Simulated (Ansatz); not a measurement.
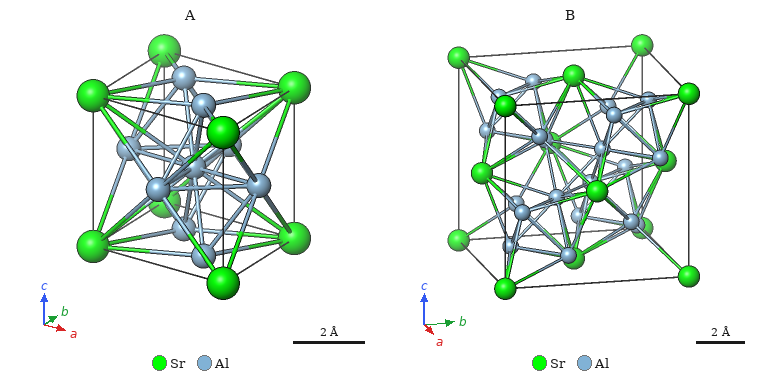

Two structures of SrAl5, each relaxed to rest (conventional cells in solid outline, small ones repeated, not to one scale). Method: DFT PBE, scalar-relativistic, plane waves, PAW in Ansatz 0.2.0, without spin polarisation.

**Give the type and space group of each.**

A: CaCu₅ type, P6/mmm. B: 24 atoms a cell on a face-centred cubic lattice, F-43m.

**Compare their energies: which is lower?**

A is lower, by 149 meV/atom at this level of theory (energies at zero smearing). Volumes: A 21.0, B 21.2 Å³/atom.

One or both may be structure types tried for this composition rather than known phases.
